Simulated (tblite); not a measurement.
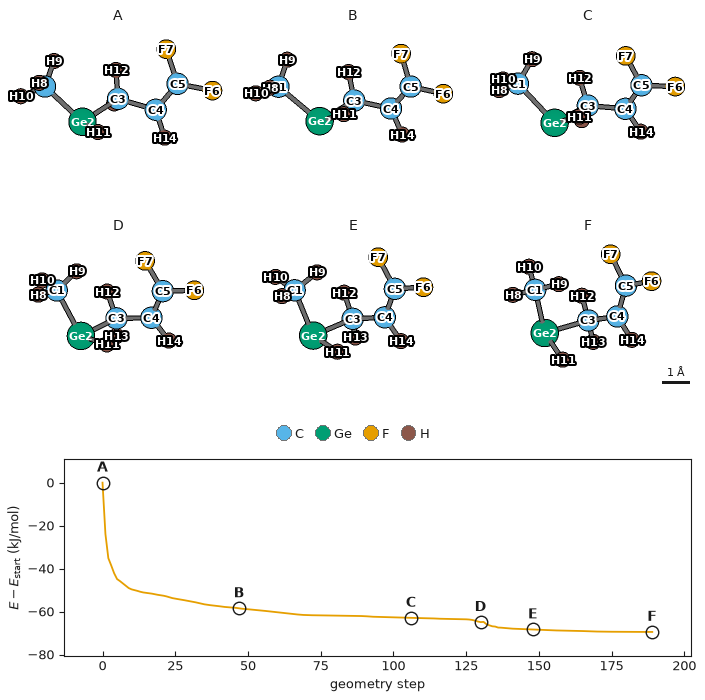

Frames of a relaxation of C4H7F2Ge (multiplicity 2), marked on the history of the run. Style: ball-and-stick. Shown from a free direction.

Level of theory: GFN2-xTB geometry optimisation, gas phase in tblite. 

What happens along the run?

The atom that moves furthest after the best rigid fit is H10 (2.08 Å). Largest moves by element: H 2.08 Å, F 1.59 Å, C 0.89 Å, Ge 0.54 Å. Near-neighbour distances that change, for instance: Ge2–C3 1.910 → 2.083 Å, C1–Ge2 1.958 → 2.020 Å, C3–C4 1.506 → 1.457 Å, C1–H10 1.131 → 1.086 Å. Among the angles between lasting bonds that change: Ge2–C3–C4 114.1° → 102.9°, C3–Ge2–H11 110.8° → 100.8°, C3–C4–C5 116.3° → 123.6°. Groups turn about Ge2–C3 by about 75°, C1–Ge2 by about 60°, C3–C4 by about 30°. After 189 geometry steps the energy has fallen by 69.5 kJ/mol. From step 0 to 47: H11 moves most (0.78 Å), energy −58.5 kJ/mol. From step 47 to 106: H10 moves most (0.74 Å), energy −4.43 kJ/mol. From step 106 to 130: H11 moves most (0.72 Å), energy −1.98 kJ/mol. From step 130 to 148: H atoms move most (0.39 Å), energy −3.43 kJ/mol. From step 148 to 189: H atoms move most (0.76 Å), energy −1.15 kJ/mol.

```tsv
step	E − E(0), kJ/mol
0	0.00
1	-23.89
2	-35.16
3	-38.57
4	-42.18
5	-44.87
6	-45.83
7	-46.90
8	-48.02
9	-49.06
10	-49.68
19	-52.21
29	-54.93
38	-57.17
48	-58.70
57	-59.87
67	-61.36
76	-61.80
85	-61.99
95	-62.52
104	-62.88
114	-63.22
123	-63.54
132	-65.88
142	-68.03
151	-68.56
161	-68.96
170	-69.31
180	-69.44
189	-69.49
```
